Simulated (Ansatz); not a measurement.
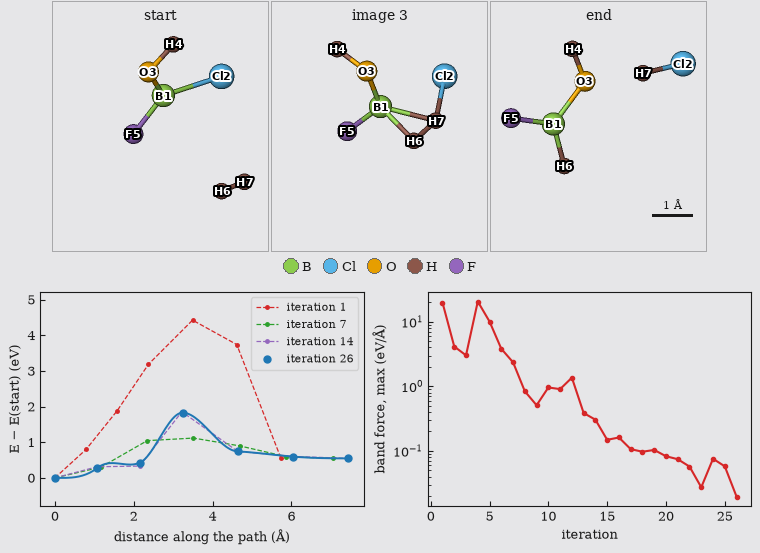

A search for the minimum-energy path of BH$_{3}$OClF, made up at the start of BHOClF and H₂ by the nudged elastic band. Images are numbered from 0 (start) to 6 (end). The plot follows the band through its iterations. Style: ball-and-stick. Shown from a free direction.

These are results of Ansatz, RKS PBE/6-31G*, not measurements.

The input:
```yaml
crystal:
  periodic: [false, false, false]
  atoms:
    - { symbol: B, position_ang: [-0.126961, -0.604874, -0.015592] }
    - { symbol: Cl, position_ang: [0.03024, -1.116038, 1.686869] }
    - { symbol: O, position_ang: [0.937672, -0.536457, -0.853226] }
    - { symbol: H, position_ang: [1.768465, -0.787446, -0.40594] }
    - { symbol: F, position_ang: [-1.330865, -0.285702, -0.479281] }
    - { symbol: H, position_ang: [0.20507, 2.662959, 0.595991] }
    - { symbol: H, position_ang: [0.241578, 2.385858, 1.292578] }
basis:
  gaussian: { orbitals: "6-31G*" }
hamiltonian:
  xc: pbe
neb:
  order_check: false
  images: 5
  f_tol: 0.05
  max_iterations: 60
  final_atoms:
    - { symbol: B, position_ang: [-0.3534628, 0.66307164, -0.70712391] }
    - { symbol: Cl, position_ang: [1.32709036, 0.07492633, 3.14847382] }
    - { symbol: O, position_ang: [0.46342729, -0.1043859, 0.08106962] }
    - { symbol: H, position_ang: [0.77021917, -0.91682017, -0.37448449] }
    - { symbol: F, position_ang: [-0.63718455, 0.26234799, -1.95165182] }
    - { symbol: H, position_ang: [-0.7987455, 1.68311331, -0.26369029] }
    - { symbol: H, position_ang: [0.95385502, 0.05604679, 1.88880608] }
  initial_path:
    images:
      - { positions_ang: [[-0.126961, -0.604874, -0.015592], [0.03024, -1.116038, 1.686869], [0.937672, -0.536457, -0.853226], [1.768465, -0.787446, -0.40594], [-1.330865, -0.285702, -0.479281], [0.20507, 2.662959, 0.595991], [0.241578, 2.385858, 1.292578]] }
      - { positions_ang: [[-0.08647516, -0.40600581, -0.00587579], [0.03330829, -0.72173902, 1.86518663], [1.02544951, -0.36909957, -0.8073729], [1.67783485, -0.85547281, -0.55200709], [-1.27450662, -0.20003275, -0.52709774], [0.16082907, 2.24836106, 0.54185323], [0.18875905, 2.0222889, 1.30671266]] }
      - { positions_ang: [[-0.04598931, -0.20713762, 0.00384042], [0.03637659, -0.32744005, 2.04350425], [1.11322701, -0.20174214, -0.7615198], [1.58720471, -0.92349963, -0.69807417], [-1.21814824, -0.1143635, -0.57491448], [0.11658815, 1.83376313, 0.48771546], [0.1359401, 1.65871981, 1.32084732]] }
      - { positions_ang: [[-0.00550347, -0.00826944, 0.01355663], [0.03944488, 0.06685893, 2.22182188], [1.20100452, -0.03438471, -0.7156667], [1.49657456, -0.99152644, -0.84414126], [-1.16178986, -0.02869425, -0.62273122], [0.07234722, 1.41916519, 0.4335777], [0.08312115, 1.29515071, 1.33498197]] }
      - { positions_ang: [[-0.12148991, 0.21551092, -0.22667021], [0.46866004, 0.06954806, 2.53070586], [0.95514544, -0.05771844, -0.45008793], [1.2544561, -0.96662435, -0.687589], [-0.98692142, 0.06831983, -1.06570475], [-0.21801702, 1.5071479, 0.20115503], [0.37336577, 0.88211607, 1.51959001]] }
      - { positions_ang: [[-0.23747636, 0.43929128, -0.46689706], [0.8978752, 0.0722372, 2.83958984], [0.70928637, -0.08105217, -0.18450915], [1.01233763, -0.94172226, -0.53103674], [-0.81205299, 0.16533391, -1.50867829], [-0.50838126, 1.5951306, -0.03126763], [0.6636104, 0.46908143, 1.70419804]] }
      - { positions_ang: [[-0.3534628, 0.66307164, -0.70712391], [1.32709036, 0.07492633, 3.14847382], [0.46342729, -0.1043859, 0.08106962], [0.77021917, -0.91682017, -0.37448449], [-0.63718455, 0.26234799, -1.95165182], [-0.7987455, 1.68311331, -0.26369029], [0.95385502, 0.05604679, 1.88880608]] }
```

Launched with:
```bash
ansatz run input.yaml --threads 1 --pin off --max-ram 2048MiB --backend cpu --events-out ev --progress --plain --runs-dir out
```

> Did the band converge, and can the barrier be trusted?

The result is final at these settings. The band converged in 26 iterations. The largest component of the band force went from 20 to 0.02 eV/Å. The climbing image converged on the top of the path. Its vibrational analysis gives one imaginary mode (825i cm⁻¹), as a transition state must have. The first iteration put the highest image at 4.42 eV. The energy climbs by 1.83 eV to image 3 and then falls by 1.28 eV, so the end point sits at +0.55 eV.

Limits of the set-up: the start holds two separate molecules, 3.3 Å apart at their closest, whose relative position is a soft coordinate and is computed without a dispersion correction.

Cost: 2.8 min on 1 thread of Arm Neoverse V2 (shared host), peak memory 0.12 GiB.
